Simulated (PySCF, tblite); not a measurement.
# 2h-azirine: dynamics, then NMR shifts on frames

Aim: move 2h-azirine (`C1=NC1`) away from its starting geometry and see how NMR shifts follow the geometry.

Programs: tblite 0.8.0 and PySCF 2.14.0, with density-fitted response routines of our own. Each step states its level of theory. These are calculated values for one molecule in the gas phase, unless marked as measured. Atoms are numbered from 0 throughout.

**1. The molecule as given**

6 atoms, charge 0, multiplicity 1; geometry from: GFN2-xTB.

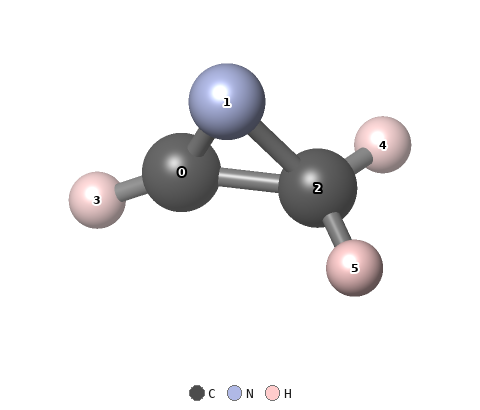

The starting geometry (carbon dark grey, nitrogen light blue, hydrogen pink), atoms numbered.

**2. A short Langevin run with GFN2-xTB**

Job settings and geometry (Å):

```
{"job": {"kind": "md", "xc": "GFN2-xTB", "basis": "xTB", "temperature": 200, "steps": 2000, "every": 50, "frames": 5}, "charge": 0, "multiplicity": 1}
C      0.837010    -0.058103    -0.018092
N      0.276015    -0.643745     0.932536
C     -0.607407     0.075278    -0.043469
H      1.770710     0.169822    -0.471351
H     -1.198883    -0.531949    -0.715542
H     -1.074324     0.990687     0.294344
```

Method: GFN2-xTB Langevin dynamics, gas phase.

The run is started by

```
> OMP_NUM_THREADS=1 python probes_run.py task.json out
```

One launch serves the whole session: the jobs run in the order shown.

The program printed:

```text
t/fs     T/K      E/eV
    0.0    92.4   -234.89780
   25.0    76.2   -234.85195
   50.0    70.2   -234.85137
   75.0   174.3   -234.85167
  100.0   176.0   -234.81998
  125.0   190.2   -234.83391
  150.0   170.1   -234.81848
  175.0   197.8   -234.84087
  200.0   114.4   -234.79879
  225.0   159.3   -234.81984
  250.0   119.8   -234.79325
  275.0   114.0   -234.81574
  300.0   137.8   -234.81731
  325.0   218.8   -234.81955
  350.0   232.2   -234.73616
  375.0   329.8   -234.82277
  400.0   191.5   -234.74335
  425.0   166.0   -234.76897
  450.0   172.8   -234.76343
  475.0   138.1   -234.78403
  500.0   177.1   -234.84289
  525.0   111.8   -234.76287
  550.0   189.7   -234.79116
  575.0   141.0   -234.73827
  600.0   270.7   -234.82546
  625.0   168.0   -234.73264
  650.0   222.8   -234.85163
  675.0   112.3   -234.72211
  700.0   227.4   -234.85553
  725.0   115.1   -234.77981
  750.0   174.3   -234.82583
  775.0   133.8   -234.78000
  800.0   180.2   -234.79904
  825.0   167.7   -234.76760
  850.0   179.8   -234.77385
  875.0   251.5   -234.71911
  900.0   356.9   -234.75613
  925.0   305.9   -234.77565
  950.0   291.1   -234.78399
  975.0   167.4   -234.70708
 1000.0   288.3   -234.75702
```

Wall time 2.7 s (1 thread of Arm Neoverse V2, shared host); peak memory 0.19 GiB.

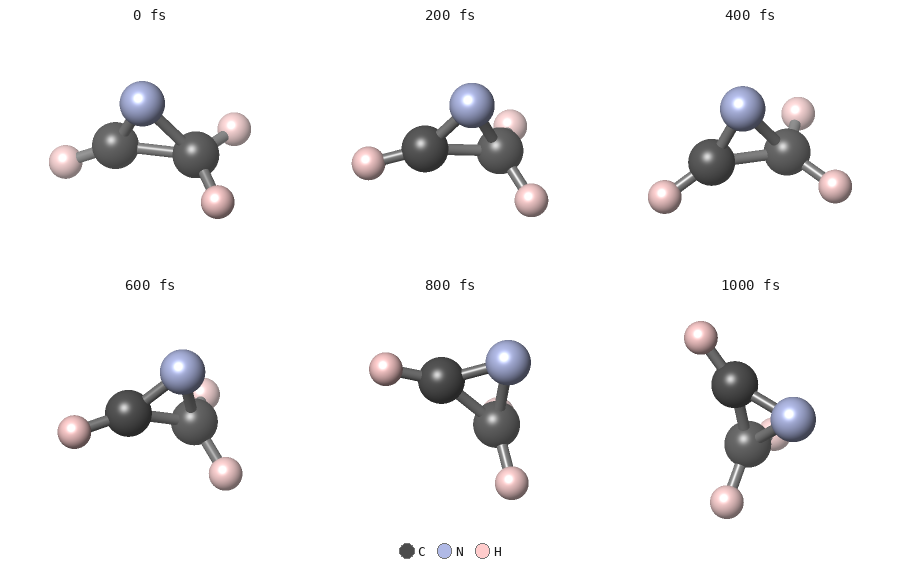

Frames of the run.

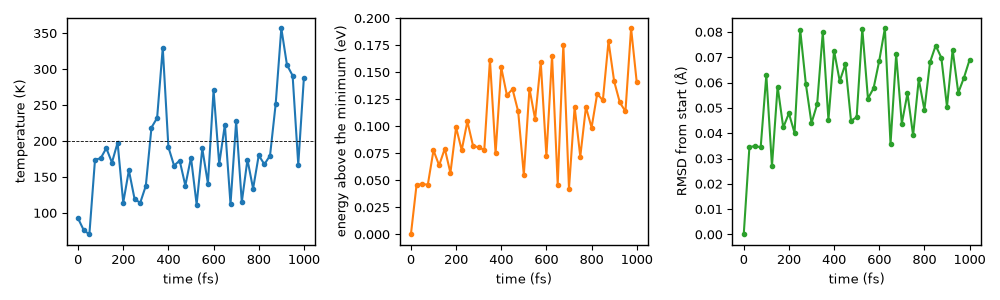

Temperature, potential energy and distance from the start.

Positions (Å) and forces (eV/Å) at 1000 fs:

```xyz
6

C     0.405   -1.735    0.507   -0.463    0.157    0.396
N    -0.678   -1.109    0.585    0.643   -0.545   -0.527
C     0.259   -0.874   -0.612   -1.177    1.579   -0.974
H     1.002   -2.495    0.899    0.430   -0.495    0.513
H    -0.092   -1.257   -1.593    0.269    0.250    0.723
H     0.592    0.183   -0.620    0.298   -0.947   -0.130
```

**3. NMR shieldings: 250 fs, PBE0/pcSseg-1**

Job settings and geometry (Å):

```
{"job": {"kind": "nmr", "xc": "PBE0", "basis": "pcSseg-1", "pop": false}, "charge": 0, "multiplicity": 1}
C      0.568400    -0.367800     0.559100
N     -0.230100    -1.122200     1.178400
C     -0.685300    -0.578300    -0.185900
H      1.602300    -0.068700     0.576400
H     -0.595000    -1.285500    -0.998900
H     -1.504200     0.152700    -0.158000
```

With the program's defaults for keys left out, this is: GIAO PBE0/pcSseg-1 NMR shielding, non-relativistic, gas phase.

The program printed:

```text
coarse grid: 5096 points
cycle   1  E = -132.4674696726  dE =  3.626e-01  |g| = 2.474e-01  |ddm| = 2.125e+00
cycle   2  E = -132.4345449207  dE =  3.292e-02  |g| = 4.711e-01  |ddm| = 5.012e-01
cycle   3  E = -132.4845311326  dE = -4.999e-02  |g| = 4.788e-02  |ddm| = 2.839e-01
cycle   4  E = -132.4848894179  dE = -3.583e-04  |g| = 2.764e-02  |ddm| = 4.777e-02
cycle   5  E = -132.4850593001  dE = -1.699e-04  |g| = 5.308e-03  |ddm| = 2.103e-02
cycle   6  E = -132.4850653315  dE = -6.031e-06  |g| = 1.691e-03  |ddm| = 5.531e-03
final grid: 49528 points
cycle   7  E = -132.5019459854  dE = -1.052e-05  |g| = 4.003e-03  |ddm| = 1.350e-02
cycle   8  E = -132.5019442487  dE =  1.737e-06  |g| = 4.887e-03  |ddm| = 6.327e-03
cycle   9  E = -132.5019498039  dE = -5.555e-06  |g| = 9.763e-04  |ddm| = 3.532e-03
cycle  10  E = -132.5019500080  dE = -2.041e-07  |g| = 2.592e-04  |ddm| = 6.493e-04
cycle  11  E = -132.5019500208  dE = -1.283e-08  |g| = 7.506e-05  |ddm| = 2.027e-04
cycle  12  E = -132.5019500222  dE = -1.360e-09  |g| = 1.128e-05  |ddm| = 6.693e-05
cycle  13  E = -132.5019500222  dE = -2.623e-11  |g| = 9.790e-07  |ddm| = 8.438e-06
converged SCF energy = -132.5019500222

GIAO shielding tensors (ppm)
atom      isotropic    diamagn.    paramagn.     s11        s22        s33       span
  0 C        7.308     254.823    -247.515   -183.442     51.705    153.661    337.103
  1 N      -91.713     324.835    -416.548   -440.385   -145.607    310.854    751.240
  2 C      170.717     248.988     -78.271    107.407    152.281    252.463    145.056
  3 H       20.992      29.806      -8.814     14.487     24.018     24.471      9.984
  4 H       30.825      29.571       1.254     25.014     27.546     39.915     14.900
  5 H       29.618      29.227       0.391     24.567     26.649     37.638     13.071
```

It took 2.4 s on 1 thread of Arm Neoverse V2, shared host; peak memory 0.31 GiB.

Shifts follow as δ = σ(reference) − σ, with reference shieldings (ppm) from runs at the same level and on the same kind of geometry: 1H TMS 31.72, 13C TMS 186.9, 15N NH3 267.7. The references are single molecules in the gas phase, so shifts against H2O, NH3, PH3, H3PO4 or CFCl3 are not on the usual liquid scales and can be off by tens of ppm. Each atom is listed at this fixed geometry, with no averaging over motion; a spectrum would average atoms that exchange fast.

| atoms | environment | σ (ppm) | δ (ppm) |
| --- | --- | --- | --- |
| C0 | C=N carbon | 7.3 | 179.6 |
| C2 | three-membered-ring carbon | 170.7 | 16.2 |
| H3 | hydrogen on a C=N carbon | 20.99 | 10.72 |
| H5 | hydrogen on a three-membered-ring carbon | 29.62 | 2.10 |
| H4 | hydrogen on a three-membered-ring carbon | 30.82 | 0.89 |
| N1 | imine nitrogen | -91.7 | 359.4 |

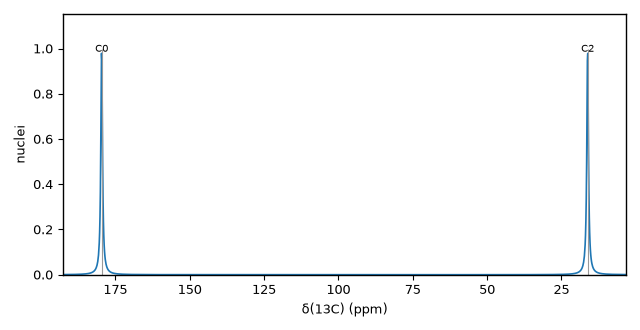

13C lines at the computed shifts, without couplings. Lines are broadened to a width of 0.65 ppm (Lorentzian).

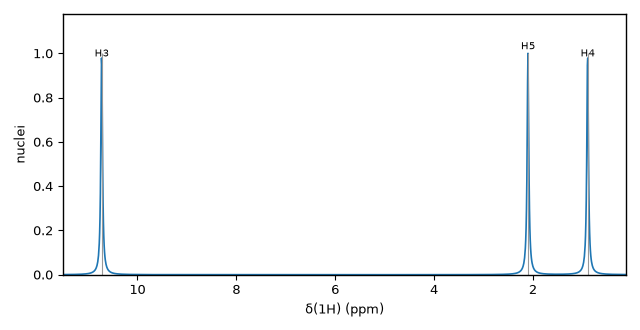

1H lines at the computed shifts, without couplings. Lines are broadened to a width of 0.04 ppm (Lorentzian).

Ring of atoms C0, N1, C2: NICS(0) -29.4, NICS(1) -8.7, NICS(1)zz -19.1 ppm (means of both faces).

In rings of three or four atoms NICS is ruled by the nearby σ bonds, so it says little on aromaticity.

The fields below are evaluated on a grid from the run's orbitals.

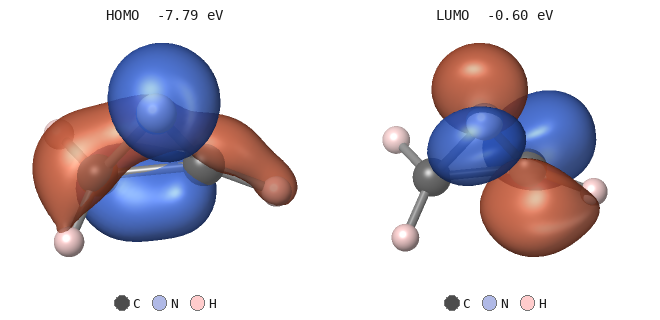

Frontier orbitals at PBE0/pcSseg-1; each surface holds 70 % of the orbital's density, blue and red mark the sign.

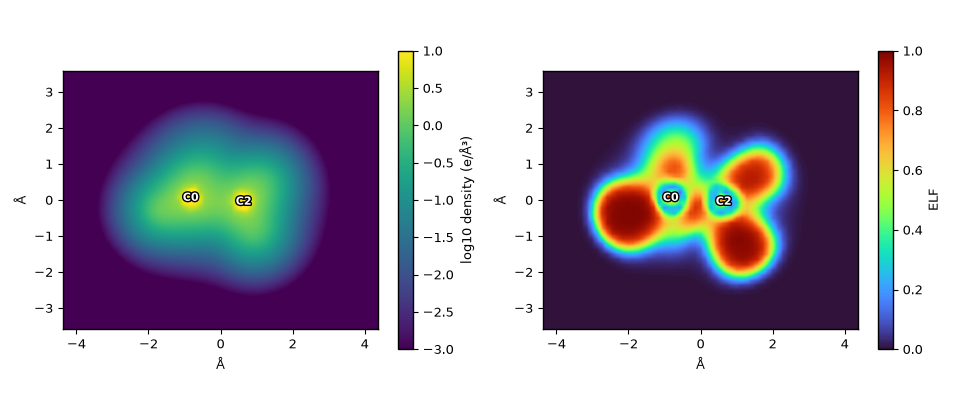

Density (left) and ELF (right) in a plane through or near 2 of the atoms.

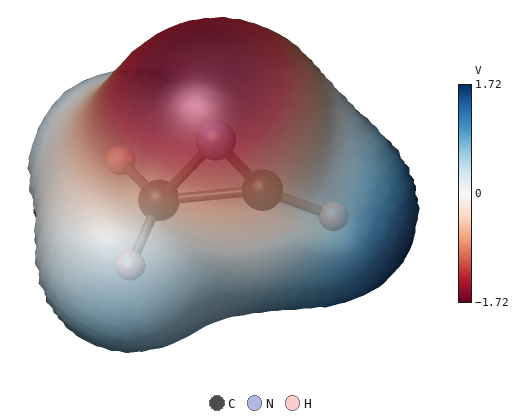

Electrostatic potential on the surface of density 0.002 e/bohr³; red is low, blue high. It runs, from the 1st to the 99th percentile, from -1.72 V near N1 to 1.61 V near H3.

**4. Nuclear shieldings: 425 fs, PBE0/pcSseg-1**

Job settings and geometry (Å):

```
{"job": {"kind": "nmr", "xc": "PBE0", "basis": "pcSseg-1", "pop": false}, "charge": 0, "multiplicity": 1}
C      0.316600    -0.655900     0.428500
N     -0.265400    -1.477200     1.128500
C     -0.967600    -1.028900    -0.111400
H      1.283200    -0.180700     0.266800
H     -0.981600    -1.770100    -0.992400
H     -1.845000    -0.418000     0.029100
```

Method: GIAO PBE0/pcSseg-1 NMR shielding, non-relativistic, gas phase.

The program printed:

```text
coarse grid: 5096 points
cycle   1  E = -132.4657844292  dE =  4.622e-01  |g| = 2.558e-01  |ddm| = 2.132e+00
cycle   2  E = -132.4374030132  dE =  2.838e-02  |g| = 4.567e-01  |ddm| = 5.151e-01
cycle   3  E = -132.4838386500  dE = -4.644e-02  |g| = 4.689e-02  |ddm| = 2.795e-01
cycle   4  E = -132.4842186692  dE = -3.800e-04  |g| = 2.455e-02  |ddm| = 4.628e-02
cycle   5  E = -132.4843504686  dE = -1.318e-04  |g| = 4.764e-03  |ddm| = 1.791e-02
cycle   6  E = -132.4843549491  dE = -4.481e-06  |g| = 1.772e-03  |ddm| = 5.074e-03
final grid: 49528 points
cycle   7  E = -132.5008649082  dE = -8.584e-06  |g| = 4.169e-03  |ddm| = 1.321e-02
cycle   8  E = -132.5008629599  dE =  1.948e-06  |g| = 5.123e-03  |ddm| = 6.718e-03
cycle   9  E = -132.5008691462  dE = -6.186e-06  |g| = 8.023e-04  |ddm| = 3.666e-03
cycle  10  E = -132.5008692821  dE = -1.359e-07  |g| = 2.124e-04  |ddm| = 5.355e-04
cycle  11  E = -132.5008692905  dE = -8.424e-09  |g| = 6.329e-05  |ddm| = 1.633e-04
cycle  12  E = -132.5008692915  dE = -9.350e-10  |g| = 8.554e-06  |ddm| = 5.689e-05
converged SCF energy = -132.5008692915

GIAO shielding tensors (ppm)
atom      isotropic    diamagn.    paramagn.     s11        s22        s33       span
  0 C       17.885     253.051    -235.166   -159.166     58.218    154.603    313.769
  1 N      -66.641     326.037    -392.678   -401.551   -116.289    317.916    719.467
  2 C      168.979     249.988     -81.009    103.758    149.933    253.245    149.487
  3 H       21.401      29.328      -7.927     16.223     23.752     24.227      8.004
  4 H       29.302      27.511       1.790     24.014     26.356     37.535     13.521
  5 H       30.205      30.024       0.181     25.039     27.279     38.295     13.257
```

Wall time 1.3 s (1 thread of Arm Neoverse V2, shared host); peak memory 0.32 GiB.

Key values: δ C0 169.0, C2 17.9, N1 334.4, H3 10.32, H4 2.42 ppm.

**5. Nuclear shieldings: 625 fs, PBE0/pcSseg-1**

Job settings and geometry (Å):

```
{"job": {"kind": "nmr", "xc": "PBE0", "basis": "pcSseg-1", "pop": false}, "charge": 0, "multiplicity": 1}
C      0.134900    -0.856500     0.520200
N     -0.911900    -1.446200     0.814200
C     -0.875800    -0.714200    -0.500500
H      1.110200    -0.599600     0.883600
H     -0.717900    -1.275100    -1.402600
H     -1.678700     0.084900    -0.529200
```

Level: GIAO PBE0/pcSseg-1 NMR shielding, non-relativistic, gas phase.

The program printed:

```text
coarse grid: 5096 points
cycle   1  E = -132.4649878408  dE =  4.517e-01  |g| = 2.499e-01  |ddm| = 2.137e+00
cycle   2  E = -132.4367937575  dE =  2.819e-02  |g| = 4.518e-01  |ddm| = 5.091e-01
cycle   3  E = -132.4822577011  dE = -4.546e-02  |g| = 4.947e-02  |ddm| = 2.776e-01
cycle   4  E = -132.4826685050  dE = -4.108e-04  |g| = 2.644e-02  |ddm| = 4.831e-02
cycle   5  E = -132.4828215942  dE = -1.531e-04  |g| = 4.930e-03  |ddm| = 1.950e-02
cycle   6  E = -132.4828265651  dE = -4.971e-06  |g| = 1.713e-03  |ddm| = 5.312e-03
final grid: 49528 points
cycle   7  E = -132.4993589525  dE = -1.016e-05  |g| = 4.096e-03  |ddm| = 1.363e-02
cycle   8  E = -132.4993571459  dE =  1.807e-06  |g| = 5.009e-03  |ddm| = 6.652e-03
cycle   9  E = -132.4993630128  dE = -5.867e-06  |g| = 8.619e-04  |ddm| = 3.610e-03
cycle  10  E = -132.4993631675  dE = -1.547e-07  |g| = 2.387e-04  |ddm| = 5.792e-04
cycle  11  E = -132.4993631784  dE = -1.084e-08  |g| = 6.806e-05  |ddm| = 1.824e-04
cycle  12  E = -132.4993631795  dE = -1.098e-09  |g| = 9.237e-06  |ddm| = 6.190e-05
cycle  13  E = -132.4993631795  dE = -1.793e-11  |g| = 7.136e-07  |ddm| = 7.902e-06
converged SCF energy = -132.4993631795

GIAO shielding tensors (ppm)
atom      isotropic    diamagn.    paramagn.     s11        s22        s33       span
  0 C       18.769     253.872    -235.103   -159.058     59.491    155.875    314.933
  1 N      -73.485     325.880    -399.365   -410.024   -129.491    319.062    729.086
  2 C      169.618     248.259     -78.642    104.516    150.886    253.452    148.936
  3 H       21.638      29.959      -8.321     15.967     23.965     24.980      9.013
  4 H       30.813      29.384       1.429     25.437     27.493     39.509     14.073
  5 H       28.914      28.488       0.426     23.357     26.512     36.873     13.516
```

Wall time 1.4 s (1 thread of Arm Neoverse V2, shared host); peak memory 0.33 GiB.

This run: δ C0 168.2, C2 17.3, N1 341.2, H3 10.08, H5 2.80 ppm.

**6. Nuclear shieldings: 800 fs, PBE0/pcSseg-1**

Job settings and geometry (Å):

```
{"job": {"kind": "nmr", "xc": "PBE0", "basis": "pcSseg-1", "pop": false}, "charge": 0, "multiplicity": 1}
C      0.403500    -1.027500     0.221600
N     -0.798900    -1.342800     0.387400
C     -0.502100    -0.439200    -0.762800
H      1.356200    -1.127300     0.658300
H     -0.402500    -0.814400    -1.739600
H     -0.823800     0.631000    -0.717400
```

Level: GIAO PBE0/pcSseg-1 NMR shielding, non-relativistic, gas phase.

The program printed:

```text
coarse grid: 5096 points
cycle   1  E = -132.4656910027  dE =  4.410e-01  |g| = 2.462e-01  |ddm| = 2.141e+00
cycle   2  E = -132.4373880163  dE =  2.830e-02  |g| = 4.483e-01  |ddm| = 5.009e-01
cycle   3  E = -132.4825698830  dE = -4.518e-02  |g| = 4.949e-02  |ddm| = 2.754e-01
cycle   4  E = -132.4829599394  dE = -3.901e-04  |g| = 2.715e-02  |ddm| = 4.667e-02
cycle   5  E = -132.4831197813  dE = -1.598e-04  |g| = 4.970e-03  |ddm| = 1.985e-02
cycle   6  E = -132.4831249178  dE = -5.136e-06  |g| = 1.678e-03  |ddm| = 5.317e-03
final grid: 49528 points
cycle   7  E = -132.4999752791  dE = -1.217e-05  |g| = 4.140e-03  |ddm| = 1.410e-02
cycle   8  E = -132.4999727317  dE =  2.547e-06  |g| = 5.372e-03  |ddm| = 6.776e-03
cycle   9  E = -132.4999792708  dE = -6.539e-06  |g| = 1.172e-03  |ddm| = 3.795e-03
cycle  10  E = -132.4999795657  dE = -2.948e-07  |g| = 2.431e-04  |ddm| = 7.444e-04
cycle  11  E = -132.4999795767  dE = -1.100e-08  |g| = 7.498e-05  |ddm| = 1.969e-04
cycle  12  E = -132.4999795780  dE = -1.349e-09  |g| = 1.090e-05  |ddm| = 6.882e-05
cycle  13  E = -132.4999795780  dE = -2.456e-11  |g| = 1.071e-06  |ddm| = 1.006e-05
converged SCF energy = -132.4999795780

GIAO shielding tensors (ppm)
atom      isotropic    diamagn.    paramagn.     s11        s22        s33       span
  0 C        8.737     255.786    -247.050   -184.548     44.213    166.546    351.094
  1 N      -76.985     324.006    -400.991   -435.312   -112.659    317.018    752.330
  2 C      172.027     248.312     -76.286    109.475    152.958    253.647    144.173
  3 H       21.061      30.998      -9.938     13.239     24.548     25.394     12.155
  4 H       31.254      30.141       1.113     26.021     27.691     40.050     14.029
  5 H       29.733      29.245       0.487     24.694     26.576     37.927     13.233
```

It took 1.4 s on 1 thread of Arm Neoverse V2, shared host; peak memory 0.33 GiB.

Key values: δ C0 178.2, C2 14.9, N1 344.7, H3 10.66, H5 1.98 ppm.

**7. Nuclear shieldings: 1000 fs, PBE0/pcSseg-1**

Job settings and geometry (Å):

```
{"job": {"kind": "nmr", "xc": "PBE0", "basis": "pcSseg-1", "pop": false}, "charge": 0, "multiplicity": 1}
C      0.405400    -1.734600     0.507500
N     -0.677600    -1.108900     0.584800
C      0.258800    -0.874200    -0.612400
H      1.002500    -2.495300     0.899500
H     -0.091900    -1.256800    -1.593500
H      0.591600     0.182700    -0.620300
```

Level: GIAO PBE0/pcSseg-1 NMR shielding, non-relativistic, gas phase.

The program printed:

```text
coarse grid: 5096 points
cycle   1  E = -132.4674903026  dE =  4.265e-01  |g| = 2.295e-01  |ddm| = 2.132e+00
cycle   2  E = -132.4443208412  dE =  2.317e-02  |g| = 4.121e-01  |ddm| = 4.685e-01
cycle   3  E = -132.4820853098  dE = -3.776e-02  |g| = 5.615e-02  |ddm| = 2.564e-01
cycle   4  E = -132.4826074336  dE = -5.221e-04  |g| = 2.913e-02  |ddm| = 5.243e-02
cycle   5  E = -132.4827960902  dE = -1.887e-04  |g| = 4.682e-03  |ddm| = 2.135e-02
cycle   6  E = -132.4828006178  dE = -4.528e-06  |g| = 1.605e-03  |ddm| = 5.241e-03
final grid: 49528 points
cycle   7  E = -132.4993988562  dE = -1.041e-05  |g| = 4.044e-03  |ddm| = 1.374e-02
cycle   8  E = -132.4993970946  dE =  1.762e-06  |g| = 4.986e-03  |ddm| = 6.620e-03
cycle   9  E = -132.4994027310  dE = -5.636e-06  |g| = 1.081e-03  |ddm| = 3.536e-03
cycle  10  E = -132.4994029776  dE = -2.466e-07  |g| = 2.450e-04  |ddm| = 6.969e-04
cycle  11  E = -132.4994029892  dE = -1.165e-08  |g| = 6.756e-05  |ddm| = 1.912e-04
cycle  12  E = -132.4994029903  dE = -1.103e-09  |g| = 1.000e-05  |ddm| = 6.180e-05
cycle  13  E = -132.4994029904  dE = -2.211e-11  |g| = 8.509e-07  |ddm| = 9.334e-06
converged SCF energy = -132.4994029904

GIAO shielding tensors (ppm)
atom      isotropic    diamagn.    paramagn.     s11        s22        s33       span
  0 C       19.579     257.615    -238.035   -151.434     56.245    153.927    305.362
  1 N      -81.708     321.724    -403.432   -405.713   -163.088    323.679    729.391
  2 C      166.823     249.042     -82.219    101.802    152.257    246.411    144.609
  3 H       22.093      31.406      -9.313     16.168     24.943     25.169      9.001
  4 H       29.973      29.074       0.900     25.089     26.712     38.119     13.030
  5 H       29.299      30.233      -0.934     23.940     26.803     37.154     13.213
```

Wall time 1.4 s (1 thread of Arm Neoverse V2, shared host); peak memory 0.33 GiB.

In short: δ C0 167.3, C2 20.1, N1 349.4, H3 9.62, H5 2.42 ppm.

**8. Comparing the runs: NMR shifts**

Shifts (ppm), with basis size and wall time:

| frame | C0 | C2 | H3 | H5 | H4 | N1 | functions | time |
| --- | --- | --- | --- | --- | --- | --- | --- | --- |
| 250 fs | 179.6 | 16.2 | 10.72 | 2.10 | 0.89 | 359.4 | 66 | 2.4 s |
| 425 fs | 169.0 | 17.9 | 10.32 | 1.51 | 2.42 | 334.4 | 66 | 1.3 s |
| 625 fs | 168.2 | 17.3 | 10.08 | 2.80 | 0.90 | 341.2 | 66 | 1.4 s |
| 800 fs | 178.2 | 14.9 | 10.66 | 1.98 | 0.46 | 344.7 | 66 | 1.4 s |
| 1000 fs | 167.3 | 20.1 | 9.62 | 2.42 | 1.74 | 349.4 | 66 | 1.4 s |

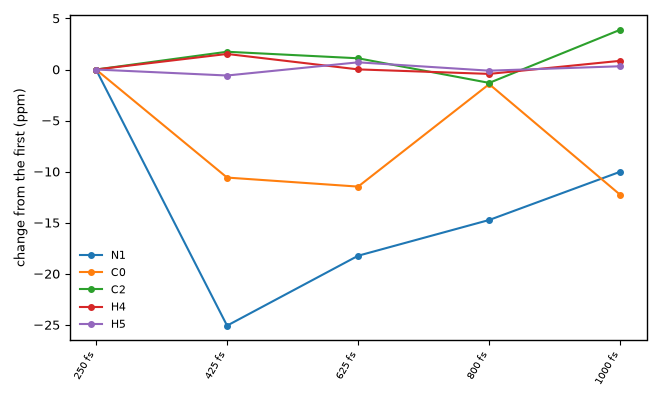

How five of the tabulated atoms move from run to run.

**9. Results**

| quantity | value |
| --- | --- |
| thermostat | 200 K |
| mean temperature, second half | 202 K |
| mean potential energy above the minimum | 0.12 eV |
| 13C shifts against TMS (PBE0/pcSseg-1, 250 fs) | 179.6, 16.2 ppm |
| 1H shifts against TMS (PBE0/pcSseg-1, 250 fs) | 10.72, 2.10, 0.89 ppm |
| 15N shifts against NH3 (PBE0/pcSseg-1, 250 fs) | 359.4 ppm |
| surface potential, 1st and 99th percentile | -1.72 V and 1.61 V |
| range of the shift of N1 | 334.4 to 359.4 ppm |

In the second half the potential energy averages 0.12 eV above the minimum; equipartition over 12 harmonic modes at 200 K would give 0.10 eV. With 6 atoms the temperature swings widely (70 to 357 K). Shifts at one fixed geometry are not the observed spectrum, which averages over the motion. In the first frame run (250 fs): The largest span, 751 ppm, is at N1, where the paramagnetic term is -417 ppm. At PBE0/pcSseg-1, counted by nearest atom on the grid, the HOMO lies on N1 42 %; C2 28 %, the LUMO on N1 41 %; C0 41 %. In ppm, N1 moves most: its shift spreads over 25.1 ppm, from 334.4 (425 fs) to 359.4 (250 fs).
